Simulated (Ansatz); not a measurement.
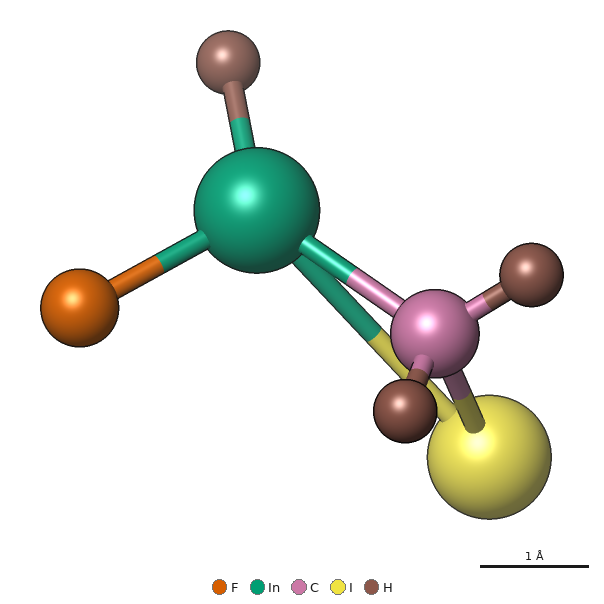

Ball-and-stick drawing of a structure.

Count the atoms of each element.

Answer. CH3FIIn, 7 atoms: 1 carbon, 3 hydrogen, 1 fluorine, 1 iodine and 1 indium.

How many bonds of each kind are drawn?

Answer. 2 C–H, 1 F–In, 1 C–In, 1 In–H, 1 C–I, 1 I–In. Sticks follow a distance rule.

How many atoms are distinct by symmetry?

Answer. 7: 1 F, 1 In, 1 C, 1 I, 1 H, 1 H, 1 H.

Which point group does it belong to?

Answer. C1.

More results for the same structure follow; atom numbers are the same in all pictures, views and colours differ. Computed geometry: PBE0-D4/def2-TZVP optimisation.

### Geometry

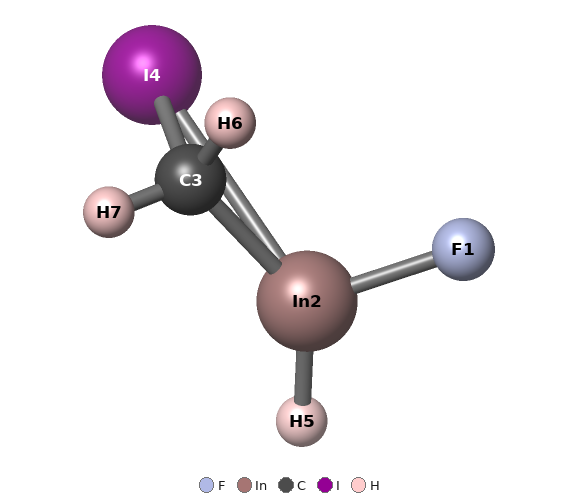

The atoms are numbered.

What are the angles F1–In2–C3, F1–In2–I4, F1–In2–H5, C3–In2–I4, C3–In2–H5, I4–In2–H5, In2–C3–I4, In2–C3–H6, In2–C3–H7, I4–C3–H6, I4–C3–H7, H6–C3–H7, In2–I4–C3?

```csv
angle,degrees
F1–In2–C3,107.7
F1–In2–I4,108.5
F1–In2–H5,113.9
C3–In2–I4,39.7
C3–In2–H5,138.3
I4–In2–H5,119.0
In2–C3–I4,101.1
In2–C3–H6,113.4
In2–C3–H7,117.1
I4–C3–H6,106.4
I4–C3–H7,106.2
H6–C3–H7,111.3
In2–I4–C3,39.2
```

### Dipole moment

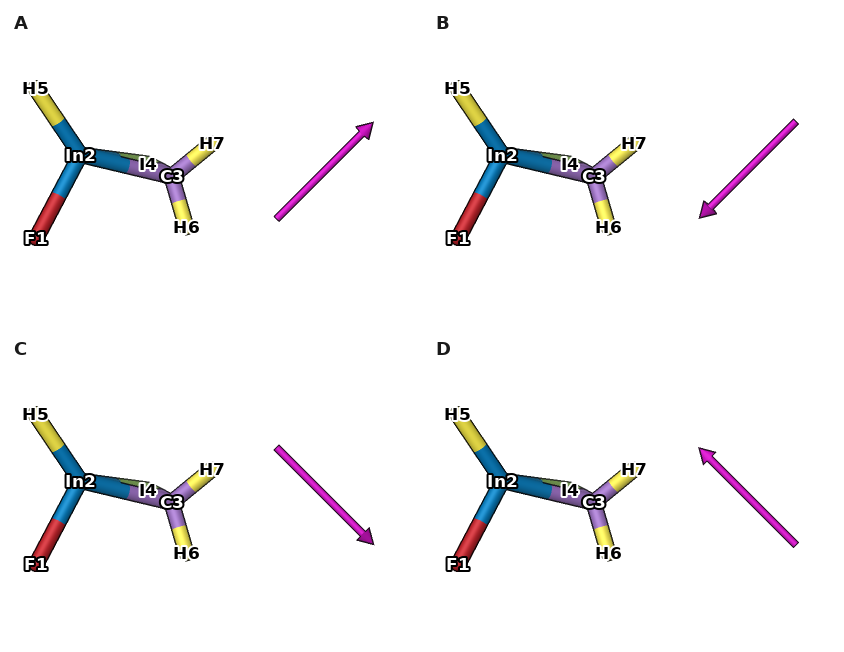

The same molecule four times, each with an arrow. Properties computed with RKS r2SCAN-D4/def2-TZVPP, core potentials on I, In (Ansatz 0.2.0).

Which arrow points along the dipole moment, from the negative to the positive end?

Answer. A. The dipole moment is 3.20 D; it points from the side of F1 to the side of H7 (the outermost atoms at the two ends).

### Vibrations

Harmonic vibrations computed with RKS PBE0-D4/def2-TZVP, core potentials on I, In (Ansatz 0.2.0) at a stationary point of the same level.

How many vibrational modes are there, and where do they lie?

Answer. 15 modes: 39, 72, 127, 393, 440, 508, 567, 577, 649, 990, 1032, 1392, 1896, 3130, 3218 cm⁻¹.

### Levels of theory compared

Program: Ansatz 0.2.0.

Compare HOMO energy (eV), HOMO–LUMO gap (eV) at these levels: B97M-V/def2-TZVPP; BLYP-D4/def2-TZVPP; PBE-D4/def2-TZVPP; PBE0-D4/def2-SVP; SPW92 (LDA)/def2-TZVPP; revPBE-D4/def2-TZVPP; ωB97M-V/def2-QZVPP; ωB97X-V/def2-TZVPP.

| level | HOMO energy (eV) | HOMO–LUMO gap (eV) |
| --- | --- | --- |
| B97M-V/def2-TZVPP | −6.57 | 4.11 |
| BLYP-D4/def2-TZVPP | −6.15 | 3.63 |
| PBE-D4/def2-TZVPP | −6.30 | 3.72 |
| PBE0-D4/def2-SVP | −7.34 | 5.68 |
| SPW92 (LDA)/def2-TZVPP | −6.47 | 3.67 |
| revPBE-D4/def2-TZVPP | −6.24 | 3.75 |
| ωB97M-V/def2-QZVPP | −9.50 | 9.21 |
| ωB97X-V/def2-TZVPP | −9.60 | 9.67 |
